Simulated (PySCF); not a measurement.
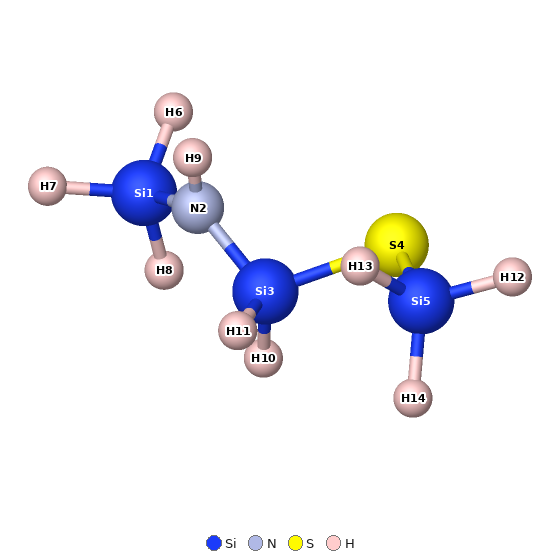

The molecule: Si₃NH₉S, SMILES [SiH3]N[SiH2]S[SiH3].

Kohn-Sham orbital energies near the frontier, PBE0/def2-SVPD in PySCF 2.14.0, at a PBE0-D3(BJ)/def2-SVP geometry (no frequency check), isolated molecule; empty levels in grey, levels within 0.03 eV side by side.

### Where do the frontier orbitals lie?

HOMO at −7.36 eV, LUMO at −0.28 eV, 7.07 eV apart.

### How does −ε(HOMO) compare with the ΔSCF vertical ionisation energy at this level?

−ε(HOMO) is 7.36 eV, the ΔSCF value 9.06 eV; the orbital energy is 1.71 eV too shallow.

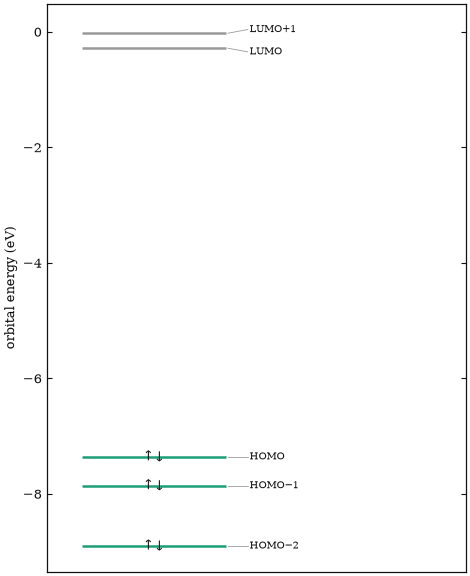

Note: one conformer of a flexible molecule; empty levels above zero depend strongly on the basis.
